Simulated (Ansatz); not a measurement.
# Alloy of ZnO and CdO (9 of 48 Zn sites exchanged), 96 atoms, part 2 of 2

Ansatz 0.2.0, PAW. The steps go on from the part before.

### 3 HSE06 single point

in.yaml

```yaml
crystal:
  lattice:
    - [9.888622, 0.000000, 0.000000]
    - [0.000000, 11.425761, 0.000000]
    - [0.000000, 0.000000, 10.604080]
  atoms:
    - { symbol: Zn, position: [0.165558, 0.083049, 0.248585] }
    - { symbol: Zn, position: [0.163425, 0.082806, 0.748267] }
    - { symbol: Zn, position: [0.998554, 0.328733, 0.250040] }
    - { symbol: Zn, position: [0.499971, 0.089053, 0.247874] }
    - { symbol: Zn, position: [0.497844, 0.096735, 0.748478] }
    - { symbol: Zn, position: [0.331596, 0.322140, 0.249687] }
    - { symbol: Zn, position: [0.330780, 0.328298, 0.748707] }
    - { symbol: Zn, position: [0.162860, 0.582193, 0.750745] }
    - { symbol: Zn, position: [0.997188, 0.835003, 0.247292] }
    - { symbol: Zn, position: [0.000979, 0.834222, 0.748330] }
    - { symbol: Zn, position: [0.834730, 0.083601, 0.244564] }
    - { symbol: Zn, position: [0.840143, 0.082099, 0.753556] }
    - { symbol: Zn, position: [0.670137, 0.330989, 0.243494] }
    - { symbol: Zn, position: [0.669999, 0.332380, 0.754483] }
    - { symbol: Zn, position: [0.328803, 0.839512, 0.253285] }
    - { symbol: Zn, position: [0.837566, 0.583129, 0.252694] }
    - { symbol: Zn, position: [0.839563, 0.581334, 0.744338] }
    - { symbol: Zn, position: [0.672252, 0.838348, 0.257685] }
    - { symbol: Zn, position: [0.003251, 0.165475, 0.494935] }
    - { symbol: Zn, position: [0.002914, 0.164099, 0.003196] }
    - { symbol: Zn, position: [0.327601, 0.166557, 0.499792] }
    - { symbol: Zn, position: [0.327007, 0.168345, 0.997496] }
    - { symbol: Zn, position: [0.167962, 0.414953, 0.498248] }
    - { symbol: Zn, position: [0.166862, 0.414188, 0.000131] }
    - { symbol: Zn, position: [0.000987, 0.669014, 0.503535] }
    - { symbol: Zn, position: [0.000318, 0.668416, 0.992171] }
    - { symbol: Zn, position: [0.670773, 0.169872, 0.996782] }
    - { symbol: Zn, position: [0.497618, 0.412119, 0.497553] }
    - { symbol: Zn, position: [0.495262, 0.405656, 0.998513] }
    - { symbol: Zn, position: [0.328857, 0.667768, 0.499986] }
    - { symbol: Zn, position: [0.324778, 0.664292, 0.999346] }
    - { symbol: Zn, position: [0.162489, 0.918880, 0.493663] }
    - { symbol: Zn, position: [0.159432, 0.917874, 0.003261] }
    - { symbol: Zn, position: [0.833750, 0.420395, 0.492841] }
    - { symbol: Zn, position: [0.836534, 0.414707, 0.004415] }
    - { symbol: Zn, position: [0.670980, 0.666511, 0.494376] }
    - { symbol: Zn, position: [0.496646, 0.920040, 0.487106] }
    - { symbol: Zn, position: [0.841131, 0.916698, 0.494486] }
    - { symbol: Zn, position: [0.841036, 0.920993, 0.002586] }
    - { symbol: Cd, position: [0.998492, 0.335088, 0.749582] }
    - { symbol: Cd, position: [0.158827, 0.580990, 0.247088] }
    - { symbol: Cd, position: [0.496981, 0.576322, 0.252371] }
    - { symbol: Cd, position: [0.499736, 0.571683, 0.744295] }
    - { symbol: Cd, position: [0.331809, 0.840856, 0.745480] }
    - { symbol: Cd, position: [0.668661, 0.840612, 0.738937] }
    - { symbol: Cd, position: [0.669674, 0.168557, 0.501212] }
    - { symbol: Cd, position: [0.671496, 0.662005, 0.001860] }
    - { symbol: Cd, position: [0.496465, 0.924516, 0.008378] }
    - { symbol: O, position: [0.000597, 0.164983, 0.189735] }
    - { symbol: O, position: [0.000418, 0.158092, 0.680739] }
    - { symbol: O, position: [0.331069, 0.160077, 0.183998] }
    - { symbol: O, position: [0.326411, 0.165652, 0.686872] }
    - { symbol: O, position: [0.167511, 0.399917, 0.186297] }
    - { symbol: O, position: [0.179997, 0.422056, 0.684192] }
    - { symbol: O, position: [0.984660, 0.675803, 0.177502] }
    - { symbol: O, position: [0.001576, 0.668948, 0.690737] }
    - { symbol: O, position: [0.668710, 0.165177, 0.186412] }
    - { symbol: O, position: [0.674434, 0.166460, 0.706328] }
    - { symbol: O, position: [0.497289, 0.396853, 0.184204] }
    - { symbol: O, position: [0.500691, 0.390613, 0.682242] }
    - { symbol: O, position: [0.331220, 0.681636, 0.183743] }
    - { symbol: O, position: [0.320552, 0.662514, 0.684463] }
    - { symbol: O, position: [0.162750, 0.918510, 0.190370] }
    - { symbol: O, position: [0.151127, 0.924978, 0.678507] }
    - { symbol: O, position: [0.835741, 0.417966, 0.191809] }
    - { symbol: O, position: [0.819168, 0.421371, 0.678697] }
    - { symbol: O, position: [0.677848, 0.674026, 0.207069] }
    - { symbol: O, position: [0.679850, 0.660773, 0.680613] }
    - { symbol: O, position: [0.501847, 0.918844, 0.213723] }
    - { symbol: O, position: [0.498869, 0.940694, 0.672840] }
    - { symbol: O, position: [0.833621, 0.919243, 0.189243] }
    - { symbol: O, position: [0.851396, 0.926019, 0.679188] }
    - { symbol: O, position: [0.166963, 0.083532, 0.434637] }
    - { symbol: O, position: [0.165258, 0.081267, 0.937097] }
    - { symbol: O, position: [0.999995, 0.333267, 0.439396] }
    - { symbol: O, position: [0.000537, 0.329420, 0.954517] }
    - { symbol: O, position: [0.486598, 0.084703, 0.432630] }
    - { symbol: O, position: [0.498873, 0.102470, 0.934839] }
    - { symbol: O, position: [0.331512, 0.331504, 0.436367] }
    - { symbol: O, position: [0.327978, 0.331378, 0.935401] }
    - { symbol: O, position: [0.164041, 0.581897, 0.451449] }
    - { symbol: O, position: [0.162949, 0.578684, 0.939645] }
    - { symbol: O, position: [0.002130, 0.829813, 0.433903] }
    - { symbol: O, position: [0.999480, 0.834120, 0.935971] }
    - { symbol: O, position: [0.846808, 0.077849, 0.429496] }
    - { symbol: O, position: [0.836725, 0.085473, 0.941590] }
    - { symbol: O, position: [0.667034, 0.347613, 0.428120] }
    - { symbol: O, position: [0.669844, 0.336862, 0.941907] }
    - { symbol: O, position: [0.498271, 0.582865, 0.460057] }
    - { symbol: O, position: [0.484873, 0.572545, 0.952051] }
    - { symbol: O, position: [0.329307, 0.832707, 0.441449] }
    - { symbol: O, position: [0.318341, 0.828879, 0.949157] }
    - { symbol: O, position: [0.839078, 0.586135, 0.438906] }
    - { symbol: O, position: [0.849190, 0.571992, 0.929781] }
    - { symbol: O, position: [0.668848, 0.835878, 0.446516] }
    - { symbol: O, position: [0.679335, 0.842356, 0.943203] }
  symmetry: { detect: false }
kpoints:
  mp_grid: { grid: [1, 1, 1], shift: [0.25, 0.25, 0.25] }
hamiltonian:
  xc: hse06
scf:
  occupations: { method: fermi_dirac, width: 0.01 }
output:
  forces: true
  eigenvalues: true
  populations: true
  eigenstates: { kpoints: [[0.25, 0.25, 0.25]], e_range: [-6.0, 6.0], localisation: true }
  write_density: true
  write_potential: true
  elf: true
  volumetric_format: npy
```

Launch:

```bash
> ansatz run in.yaml --threads 4 --pin off --max-ram 42750MiB --runs-dir r --events-out ev --progress --plain --backend cuda --devices 0, --max-vram 37GiB
```

Log:

```text
Pseudopotentials: kind: paw
Functional definition: HSE06
  parameter a = 0.25
  parameter omega = 0.11/bohr
  exchange = pbe_x - a*pbe_x_sr(omega) + a*exact_x_sr(omega)
  correlation = pbe_c
Crystal: 96 atoms, lattice volume = 1198.102 Å³
Basis set: ecut = 420 eV, 23389 PW (Γ), exchange–correlation on 144×160×144 points (8 copies of the dense FFT grid, shifted against one another)
Bands: 564, of which v1, the nominal top of the filled ones, is band 468 counted from 1 (467 counted from 0)
Symmetry: 1 space group operations
k-points: 1
Non-local potential: Zn, projectors of the file, l = 0: 2, l = 1: 2, l = 2: 3, l = 3: 1
Non-local potential: Cd, projectors of the file, l = 0: 3, l = 1: 2, l = 2: 2, l = 3: 1
Non-local potential: O, projectors of the file, l = 0: 2, l = 1: 2, l = 2: 1
PAW form: soft (Blöchl's): semilocal exchange-correlation on the pseudo side does not see the compensation charge
PAW frozen core: Zn, regenerated for the run's functional, and the local potential with it (the file was generated under x = pbe(κ = 0.804, μ = 0.2195149727645171), c = pbe(β = 0.06672455060314922))
PAW frozen core: Cd, regenerated for the run's functional, and the local potential with it (the file was generated under x = pbe(κ = 0.804, μ = 0.2195149727645171), c = pbe(β = 0.06672455060314922))
PAW frozen core: O, regenerated for the run's functional, and the local potential with it (the file was generated under x = pbe(κ = 0.804, μ = 0.2195149727645171), c = pbe(β = 0.06672455060314922))
PAW one-centre angular grid: Zn, 590 points (default); XC on 64 Gauss nodes
PAW one-centre angular grid: Cd, 590 points (default); XC on 64 Gauss nodes
PAW one-centre angular grid: O, 110 points (default); XC on 96 Gauss nodes
Initial density: superposition of atomic densities (neutral atoms: chi_scale 0, normalization atom), corrected by the library's trained network
Initial wavefunctions: pseudopotential atomic-orbital guess
Functional: x = pbe(κ = 0.804, μ = 0.2195149727645171), c = pbe(β = 0.06672455060314922), warm-up for x = pbe(κ = 0.804, μ = 0.2195149727645171) + 0.25 (exact − pbe) at short range (hse, ω = 0.20786987370883472 Å⁻¹), c = pbe(β = 0.06672455060314922); HSE06 as pw.x's `hse` composes it (authors' and Libxc's form: `xc: wpbeh`)
SCF iter   1: F=—  HF=-230977.670456 eV  |F-HF|=—  |Δ(HF+E_count)|=         —  Δρ=2.41e-3  dr2=6.05e-2  ethr=1.77e-3  ⟨swp⟩=11.0  Hψ=2546  notcnv=0
preconditioner: auto → none  [insulator: Δε(μ)=1.545 eV  Ē_g=12.575 eV  σ=0.010 eV  W_gap=1.00  n_scr=376 (ndim 8)  ℏωp=31.5 eV  f_vac=0.046  D(μ)=0.00/eV (n_scr^D=0)]
SCF iter   2: F=—  HF=-230977.670013 eV  |F-HF|=—  |Δ(HF+E_count)|=   4.43e-4  Δρ=1.81e-3  dr2=3.60e-2  ethr=6.47e-6  ⟨swp⟩=9.0  Hψ=2219  notcnv=0  defer=4
iter 3 solved again at ethr=1.44e-7 eV; its pass at ethr=3.85e-6 eV (dr2=1.35e-3 eV) is discarded
SCF iter   3: F=—  HF=-230977.658527 eV  |F-HF|=—  |Δ(HF+E_count)|=   1.15e-2  Δρ=4.44e-4  dr2=1.37e-3  ethr=1.44e-7  ⟨swp⟩=7.0  Hψ=2735  notcnv=0  defer=3
SCF iter   4: F=—  HF=-230977.659511 eV  |F-HF|=—  |Δ(HF+E_count)|=   9.84e-4  Δρ=2.69e-4  dr2=4.05e-4  ethr=1.44e-7  ⟨swp⟩=5.0  Hψ=1243  notcnv=0  defer=4
SCF iter   5: F=-230977.660205 eV  HF=-230977.660086 eV  |F-HF|=1.19e-4  |Δ(HF+E_count)|=   5.75e-4  Δρ=1.42e-4  dr2=1.18e-4  ethr=4.33e-8  ⟨swp⟩=5.0  Hψ=1215  notcnv=0  defer=2
SCF 1 stopped early in 5 iterations: F = -230977.660205 eV  dr2 = 1.18e-4
Initial density: handed on by an earlier stage of this run
Initial wavefunctions: those handed on with the density
Functional: x = pbe(κ = 0.804, μ = 0.2195149727645171) + 0.25 (exact − pbe) at short range (hse, ω = 0.20786987370883472 Å⁻¹), c = pbe(β = 0.06672455060314922); HSE06 as pw.x's `hse` composes it (authors' and Libxc's form: `xc: wpbeh`)
Exchange kernel: α = 0.2500, screened, ω = 0.2079 Å⁻¹, Wigner–Seitz truncation, v(0) = 931.2852 eV·Å³, q-mesh 1×1×1, nearest image of the exchange supercell L = 9.89 Å, pair-density grid 48×60×54, without the augmentation charges, whose exchange is taken in its separable form (sized by the pseudopotential files, 72×80×72 at the most), smooth part of the exchange summed in real space on grids 54×56 [...]
Frozen-core exchange: fock
SCF iter   1: F=—  HF=-231004.340947 eV  |F-HF|=—  |Δ(HF+E_count)|=         —  Δρ=2.42e-2  dr2=4.07e0  ethr=1.26e-7  ⟨swp⟩=16.0  Hψ=3443  notcnv=0
preconditioner: auto → none  [insulator: Δε(μ)=3.118 eV  Ē_g=15.435 eV  σ=0.010 eV  W_gap=1.00  n_scr=376 (ndim 8)  ℏωp=31.5 eV  f_vac=0.045  D(μ)=0.00/eV (n_scr^D=0)]
SCF iter   2: F=—  HF=-231003.096992 eV  |F-HF|=—  |Δ(HF+E_count)|=    1.24e0  Δρ=5.14e-3  dr2=2.08e-1  ethr=1.26e-7  ⟨swp⟩=6.0  Hψ=2765  notcnv=0
SCF iter   3: F=—  HF=-231003.496791 eV  |F-HF|=—  |Δ(HF+E_count)|=   4.00e-1  Δρ=5.39e-3  dr2=1.84e-1  ethr=1.26e-7  ⟨swp⟩=6.0  Hψ=2647  notcnv=0
SCF iter   4: F=—  HF=-231003.465516 eV  |F-HF|=—  |Δ(HF+E_count)|=   3.13e-2  Δρ=2.11e-3  dr2=2.43e-2  ethr=1.26e-7  ⟨swp⟩=4.0  Hψ=2120  notcnv=0
SCF iter   5: F=—  HF=-231003.496981 eV  |F-HF|=—  |Δ(HF+E_count)|=   3.15e-2  Δρ=1.34e-3  dr2=1.68e-2  ethr=1.26e-7  ⟨swp⟩=6.0  Hψ=2170  notcnv=0
SCF iter   6: F=—  HF=-231003.493548 eV  |F-HF|=—  |Δ(HF+E_count)|=   3.43e-3  Δρ=7.60e-4  dr2=7.22e-3  ethr=1.26e-7  ⟨swp⟩=5.0  Hψ=2154  notcnv=0
SCF iter   7: F=-231003.491528 eV  HF=-231003.491579 eV  |F-HF|=5.13e-5  |Δ(HF+E_count)|=   1.97e-3  Δρ=7.67e-5  dr2=1.00e-4  ethr=1.26e-7  ⟨swp⟩=4.0  Hψ=1737  notcnv=0
SCF 2 stopped early in 7 iterations: F = -231003.491528 eV  dr2 = 1.00e-4
  Residual-converged pass: ⟨swp⟩=4.0  Hψ=1692  notcnv=0  max |occ|·‖R‖ = 4.6e-6 eV (tolerance 6.7e-6 eV)  dr2=9.86e-5  dr2_onsite=3.81e-6  max |Δocc| = 0.0e0
hybrid outer 1: dexx = +6.035e-1 eV, tail = 1.54e-3 eV
SCF iter   1: F=—  HF=-231003.469033 eV  |F-HF|=—  |Δ(HF+E_count)|=         —  Δρ=7.65e-5  dr2=4.56e-5  ethr=8.21e-7  ⟨swp⟩=12.0  Hψ=1335  notcnv=0
preconditioner: auto → none  [insulator: Δε(μ)=3.032 eV  Ē_g=15.215 eV  σ=0.010 eV  W_gap=1.00  n_scr=376 (ndim 8)  ℏωp=31.5 eV  f_vac=0.058  D(μ)=0.00/eV (n_scr^D=0)]
SCF iter   2: F=—  HF=-231003.469090 eV  |F-HF|=—  |Δ(HF+E_count)|=   5.77e-5  Δρ=2.51e-5  dr2=6.52e-6  ethr=4.34e-9  ⟨swp⟩=6.0  Hψ=2078  notcnv=0
SCF iter   3: F=—  HF=-231003.469089 eV  |F-HF|=—  |Δ(HF+E_count)|=   1.26e-6  Δρ=1.12e-5  dr2=8.54e-7  ethr=4.54e-10  ⟨swp⟩=4.0  Hψ=1446  notcnv=0
SCF iter   4: F=—  HF=-231003.469092 eV  |F-HF|=—  |Δ(HF+E_count)|=   2.58e-6  Δρ=9.47e-6  dr2=8.14e-7  ethr=7.08e-11  ⟨swp⟩=7.0  Hψ=1858  notcnv=0  defer=4
SCF iter   5: F=—  HF=-231003.469092 eV  |F-HF|=—  |Δ(HF+E_count)|=   1.29e-7  Δρ=2.66e-6  dr2=8.58e-8  ethr=7.08e-11  ⟨swp⟩=6.0  Hψ=1277  notcnv=0  defer=1
SCF iter   6: F=-231003.469092 eV  HF=-231003.469092 eV  |F-HF|=1.54e-9  |Δ(HF+E_count)|=   1.94e-8  Δρ=8.07e-7  dr2=1.05e-8  ethr=1.24e-11 (applied; sched 8.28e-12)  ⟨swp⟩=5.0  Hψ=1061  notcnv=0  defer=1
SCF 3 converged in 6 iterations: F = -231003.469092 eV  dr2 = 1.05e-8
  Residual-converged pass: ⟨swp⟩=3.0  Hψ=1382  notcnv=0  max |occ|·‖R‖ = 1.7e-6 eV (tolerance 3.1e-6 eV)  dr2=1.10e-8  dr2_onsite=6.28e-10  max |Δocc| = 0.0e0
hybrid outer 2: dexx = +2.990e-5 eV, tail = 2.84e-7 eV, Δε = 3.74e-3 eV (about 6.49e-5 eV left of the loop's levels), ΔF = 1.21e-2 eV/Å (tail 1.86e-3)
SCF iter   1: F=—  HF=-231003.469088 eV  |F-HF|=—  |Δ(HF+E_count)|=         —  Δρ=2.15e-6  dr2=3.75e-8  ethr=1.51e-10  ⟨swp⟩=20.0  Hψ=1684  notcnv=4
preconditioner: auto → none  [insulator: Δε(μ)=3.032 eV  Ē_g=15.216 eV  σ=0.010 eV  W_gap=1.00  n_scr=376 (ndim 8)  ℏωp=31.5 eV  f_vac=0.058  D(μ)=0.00/eV (n_scr^D=0)]
SCF iter   2: F=-231003.469088 eV  HF=-231003.469088 eV  |F-HF|=9.02e-10  |Δ(HF+E_count)|=   7.48e-9  Δρ=4.72e-7  dr2=2.28e-9  ethr=1.23e-11 (applied; sched 3.84e-12)  ⟨swp⟩=4.0  Hψ=1037  notcnv=0  defer=1
SCF 4 converged in 2 iterations: F = -231003.469088 eV  dr2 = 2.28e-9
  Residual-converged pass: ⟨swp⟩=3.0  Hψ=1113  notcnv=0  max |occ|·‖R‖ = 3.9e-6 eV (tolerance 4.6e-6 eV)  dr2=2.38e-9  dr2_onsite=2.85e-10  max |Δocc| = 0.0e0
[... from here the SCF cycle lines were not kept, up to the last twenty ...]
hybrid outer 3: dexx = +5.797e-9 eV, tail = 5.14e-9 eV, Δε = 6.08e-5 eV (about 1.03e-5 eV left of the loop's levels), ΔF = 1.10e-4 eV/Å (tail 1.20e-4)
NSCF: frozen V_eff on 1 k-points
hybrid SCF converged: 3 outer / 15 inner (+5 warm-up), last move |dexx| = 5.80e-9 eV, tail = 5.14e-9 eV
Stability not checked: this state was not tested for a lower state beside it, because the functional holds exact exchange (a hybrid, or Hartree-Fock), whose exchange loop this test does not read (fock_operator; see scf.lower_state_search)
Free energy (F): -231003.469088 eV
Harris-Foulkes:  -231003.469088 eV  (|F-HF|=9.02e-10)
Internal energy: -231003.469088 eV  (E = F + TS)
E sigma→0 (E₀):  -231003.469088 eV
Fermi energy:    8.104058 eV
--- Per-component energies (eV) ---
  E_band       = -4564.313505
  E_kinetic    = 18101.703197
  E_local      = -110888.239953  (includes V_loc(G=0)·N_el)
  E_nonlocal   = 26910.145992
  E_hartree    = 47380.784118
  E_xc         = -8313.009676
  E_vxc        = -6748.341298  (∫ρ·V_xc dr)
  E_exx        = -3362.772962  (= α·E_x^exact, valence–valence)
  E_paw        = -114747.722250  (= ΣΔE_a)
  E_vpaw       = -19975.704131  (= ΣTr[D̂ρ^β])
  E_aug_tail   = 0.102142  (compensation charges beyond the density's cutoff)
  E_ewald      = -86102.747929
  E_core_change = 18.288281  (= ΣΔE_core)
  E_smearing   = -0.000000  (= −TS)
  E_closure    = -0.000048  (closes the sum)
  Σ components = -231003.469088   (vs F -231003.469088, Δ=2.91e-11)
--- Forces (eV/Å), atoms counted from 1 ---
  atom   1  Zn     0.00080107    -0.01713630     0.00575468
  atom   2  Zn    -0.01918015    -0.02500179    -0.07210292
[... 47 atoms left out ...]
  atom  50  O     -0.00061913     0.12634356     0.06513446
[... 10 atoms left out ...]
  atom  61  O     -0.01619977    -0.13222477     0.07818106
[... 2 atoms left out ...]
  atom  64  O      0.09670875    -0.04705353     0.07107517
[... 2 atoms left out ...]
  atom  67  O     -0.07555165    -0.08972247    -0.06336955
  atom  68  O     -0.07880384     0.04804440     0.11007326
[... 1 atom left out ...]
  atom  70  O     -0.00448765    -0.12040791     0.11909650
[... 1 atom left out ...]
  atom  72  O     -0.10135753    -0.05209940     0.06264321
[... 19 atoms left out ...]
  atom  92  O      0.09236541     0.06652287    -0.06147814
[... 4 atoms left out ...]
  max |Σ_I F_I| component: 1.60e-4 eV/Å
--- Band table (eV) ---
  k-point 0: bands = [... 456 lower levels ..., "6.0244", "6.0348", "6.0844", "6.0974", "6.2184", "6.2576", "6.2785", "6.2886", "6.3483", "6.3586", "6.4935", "6.5880", "9.6201", "10.7242", "10.9412", "11.0730", "11.7242", "11.8430", "11.9786", "12.3081", "12.5058", "12.5852", "12.8492", "12.9621", ... 84 higher levels ...]
--- Löwdin populations: 96 sites ---
  site symbol       q [e]
     0     Zn     10.5271
     1     Zn     10.5272
[... 94 atoms left out ...]
  spilling = 0.008759 (of n_electrons = 936.000000)
```

It took 83 s on 1 × NVIDIA H100 80GB HBM3 with 4 threads of AMD EPYC 7R13, shared host; peak host memory 4.7 GiB.

Top filled level 6.588 eV, lowest empty level 9.620 eV: 3.03 eV apart at the single k point (¼, ¼, ¼). This point lies off Γ, so the spacing can exceed the gap by much.

The states next to the gap (eigenstates.tsv), from the top filled level:

| level (eV) | spin | filling | atoms sharing it | main element | its share | largest atom |
| --- | --- | --- | --- | --- | --- | --- |
| -0.33 | both | 2.00 | 62.5 | O | 0.75 | – |
| -0.31 | both | 2.00 | 52.8 | O | 0.75 | – |
| -0.30 | both | 2.00 | 66.0 | O | 0.76 | – |
| -0.24 | both | 2.00 | 67.2 | O | 0.75 | – |
| -0.23 | both | 2.00 | 53.9 | O | 0.75 | – |
| -0.09 | both | 2.00 | 71.0 | O | 0.76 | – |
| 0.00 | both | 2.00 | 60.0 | O | 0.76 | – |
| 3.03 | both | 0.00 | 88.5 | O | 0.52 | – |

The largest force by HSE06 is 0.17 eV/Å, on O70: the geometry is not this level's minimum.

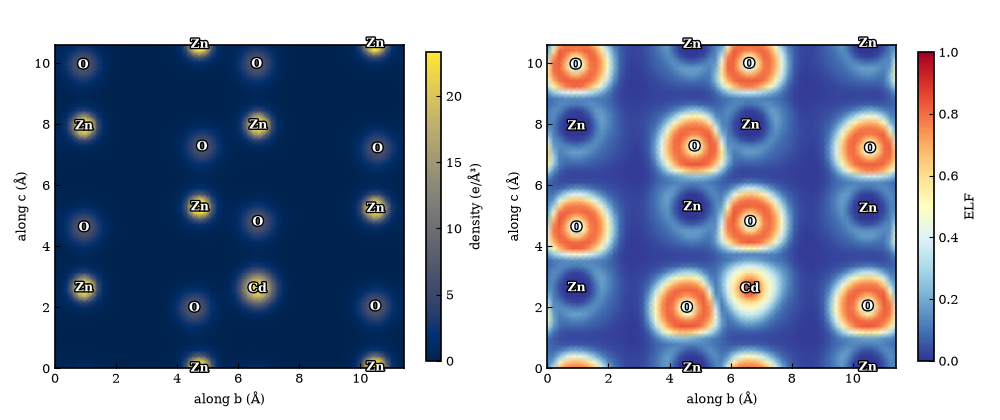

Density (left) and ELF (right) in a lattice plane of the grid's cell (edges 11.43 and 10.60 Å, at 0.165 of the third edge), which holds Zn and Cd and O. Only atoms in the plane are labelled; the density scale stops at 23.32 e/Å³. Both are smooth fields of the valence electrons: close to the nuclei they are not physical.

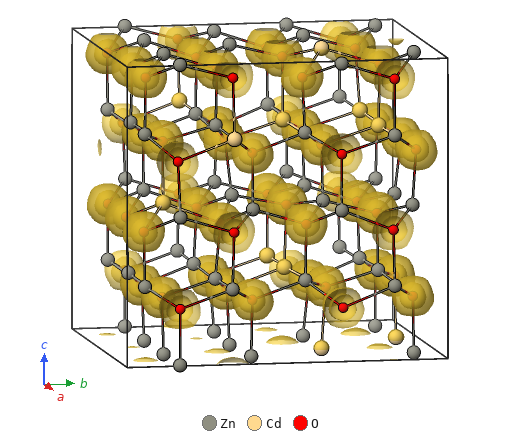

Surface of ELF = 0.78, drawn in one cell.

Maxima of ELF outside the ion cores: 0.84 in the shell around O, 0.6 Å from O.

### 4 Outcome

The summary covers parts 1 to 2. Changes of volume or cell count from the first structure of part 1.

```
             level         time  top filled to lowest empty (eV)
PBEsol, relaxation  9.3 s (GPU)                             1.45
             HSE06   83 s (GPU)                             3.03
```

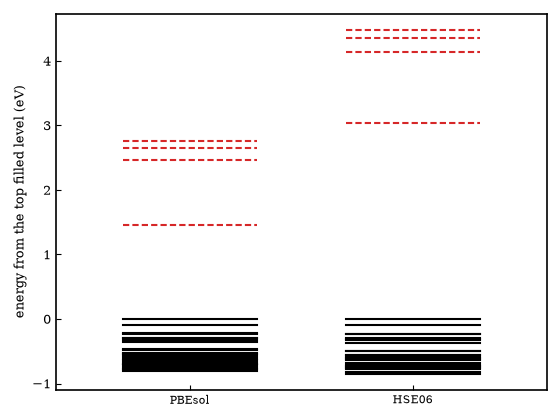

Levels near the gap by PBEsol, HSE06: filled black, empty red and dashed.

```
     quantity                                                                        value
   relaxation                                             5 recorded steps, 8.36 eV gained
largest shift                                                                 0.36 Å (O70)
 relaxed cell  a = 9.889 Å, b = 11.426 Å, c = 10.604 Å, α = 90.00°, β = 90.00°, γ = 90.00°
   mean bonds                                                     Cd–O 2.167, O–Zn 1.978 Å
```

**Reading.** The relaxation lowers the energy by 8.36 eV; the largest shift is 0.36 Å (O70), while the volume changes by -0.4 %. The mean lengths of the listed bonds run from O–Zn 1.98 Å to Cd–O 2.17 Å. At the same k points, PBEsol gives a spacing 1.58 eV smaller than the 3.03 eV of HSE06. With one k point the spacing samples only the states that fold onto it, so it can exceed the gap over the zone.
